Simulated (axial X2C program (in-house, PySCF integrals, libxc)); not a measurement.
# PF⁺: properties at the nuclei

Wanted for PF⁺: properties at the nuclei, at the two-component level.

Method: two-component X2C with atomic mean-field terms, P dyall-av3z, F dyall-av3z; program: an in-house X2C program for linear molecules on PySCF integrals.

All values are calculated.

## 1. Input

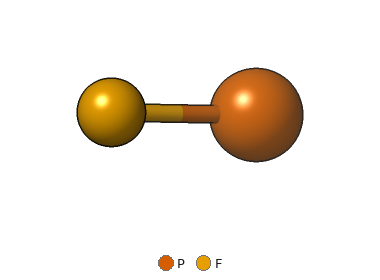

The two atoms at 1.750 Å (phosphorus orange, fluorine amber).

Input file task.json:

```json
{
 "zs": [
  15,
  9
 ],
 "q": 1,
 "bas": [
  "dyall-av3z",
  "dyall-av3z"
 ],
 "r0": 1.75,
 "levels": [
  "PBE0",
  "HF",
  "B3LYP"
 ],
 "nst": 1,
 "ff": 1,
 "thr": -3.5,
 "nmax": 130,
 "opt": {
  "ecut": 60
 }
}
```

Keys: zs atomic numbers; q charge; bas basis sets; r0 starting distance in Å; levels methods (HF also brings MP2); nst determinants followed; ff finite-field run; thr threshold in hartree for freezing inner shells (an s shell follows its p shell); nmax most natural virtual spinors; ecut virtual cutoff in hartree.

Run with:

```
$ python soeom.py task.json out
```

Nuclei are Gaussian, cores are contracted, and the Gaunt term is on.

## 2. Expectation values, lowest determinant

R = 1.522 Å. State: Ω = 1/2 (excess of +ω over −ω: ω = 1/2).

Output of the PBE0 run:

```text
two-component X2C + atomic mean field  PBE0
basis functions 116  fitting functions 606  grid points 4351
iter        total energy     max residual
   1       -441.497205029     2.93e-06
   2       -441.497205029     2.88e-06
converged
one-electron -697.13078666  Coulomb 241.99297828  exact exchange -8.11726701  xc functional -25.12514816  nuclear repulsion 46.93753185  atomic mean-field constant -0.05451332
```

The highest occupied spinor is 77% P p, 12% F p, 5% F d.

```
level  Eeff magnitude (GV/cm)  Ws magnitude P (kHz)  A∥/gI P (MHz)  qzz P (a.u.)  A∥/gI F (MHz)  qzz F (a.u.)
 PBE0                  0.0272                0.0215           1010         -0.51            239          1.17
   HF                  0.0504                0.0403            914         -0.70            163          1.38
B3LYP                  0.0199                0.0156           1010         -0.48            242          1.12
```

Eeff is the effective electric field on the electron dipole moment in this Ω state and Ws the scalar–pseudoscalar constant (defined with the proton number Z and per Ω); A∥ is the parallel hyperfine constant, which follows by multiplying with the nuclear g factor gI = μI/(I μN); qzz is the electric field gradient, eQq0 = 234.96 MHz × Q/barn × qzz. The operators were transformed with the bare-nucleus X2C matrices.

## 3. Finite-field coupled cluster

Output:

```text
two-component X2C + atomic mean field  HF
basis functions 116  fitting functions 606  grid points 4351
iter        total energy     max residual
   1       -440.723857910     7.97e-02
   2       -440.740140483     7.63e-03
   3       -440.740989532     5.33e-03
   4       -440.741265807     1.41e-03
   5       -440.741330532     5.61e-04
   6       -440.741344833     2.00e-04
   7       -440.741346859     7.35e-05
   8       -440.741347311     3.07e-05
   9       -440.741347395     8.31e-06
  10       -440.741347397     2.02e-06
  11       -440.741347398     4.72e-07
converged
one-electron -696.99443314  Coulomb 241.91330668  exact exchange -32.54323946  xc functional 0.00000000  nuclear repulsion 46.93753185  atomic mean-field constant -0.05451332
correlated 11  virtual 199  natural virtual 120  E(MP2) -0.360377088  MP2 remainder -0.002964147
iter   CCSD correlation   residual
   1     -0.356472301   1.37e-01
   2     -0.367017427   6.24e-02
   3     -0.370844939   2.64e-02
   4     -0.370801913   8.07e-03
   5     -0.370916433   2.98e-03
   6     -0.370940775   9.60e-04
   7     -0.370934598   3.82e-04
   8     -0.370939500   1.33e-04
   9     -0.370939198   4.93e-05
  10     -0.370939248   1.84e-05
  11     -0.370939031   8.67e-06
  12     -0.370938952   3.78e-06
  13     -0.370938887   1.85e-06
  14     -0.370938900   8.64e-07
(T) -0.014207111  T1 0.0289  D1 0.0485  max T2 0.087
```

T1 in the output is the amplitude norm over the root of the electron number; divide by √2 for the Lee–Taylor value.

11 electrons correlated in 120 natural virtual spinors, MP2 remainder added; T1 = 0.020.

```
  level  Eeff magnitude (GV/cm)  Ws magnitude P (kHz)  A∥/gI P (MHz)  qzz P (a.u.)  A∥/gI F (MHz)
     HF                  0.0504                0.0403            914         -0.70            163
    MP2                   0.014               0.00949            910         -0.50            232
   CCSD                  0.0143                0.0107            848         -0.52            212
CCSD(T)                  0.0116                0.0085            832         -0.47            223
```

## 4. Outcome

| quantity | value |
| --- | --- |
| lowest determinant | Ω = 1/2 (excess of +ω over −ω: ω = 1/2) |
| Eeff magnitude (GV/cm), PBE0 | 0.0272 |
| Ws magnitude P (kHz), PBE0 | 0.0215 |
| A∥/gI P (MHz), PBE0 | 1010 |
| qzz P (a.u.), PBE0 | -0.51 |
| Eeff magnitude (GV/cm), CCSD(T) | 0.0116 |
| Ws magnitude P (kHz), CCSD(T) | 0.0085 |
| A∥/gI P (MHz), CCSD(T) | 832 |
| qzz P (a.u.), CCSD(T) | -0.47 |

In the first state, the effective field runs from 0.0199 to 0.0504 GV/cm over the mean-field levels, so the levels don't agree on it. The expectation values come from single determinants, which for open shells can mix terms of unlike spin or miss the lowest Ω, so a determinant need not be a state. Eeff is the effective electric field on the electron dipole moment in this Ω state and Ws the scalar–pseudoscalar constant (defined with the proton number Z and per Ω); A∥ is the parallel hyperfine constant, which follows by multiplying with the nuclear g factor gI = μI/(I μN); qzz is the electric field gradient, eQq0 = 234.96 MHz × Q/barn × qzz. The operators were transformed with the bare-nucleus X2C matrices. Correlation of the inner shells is missing, which matters for properties at the nucleus.
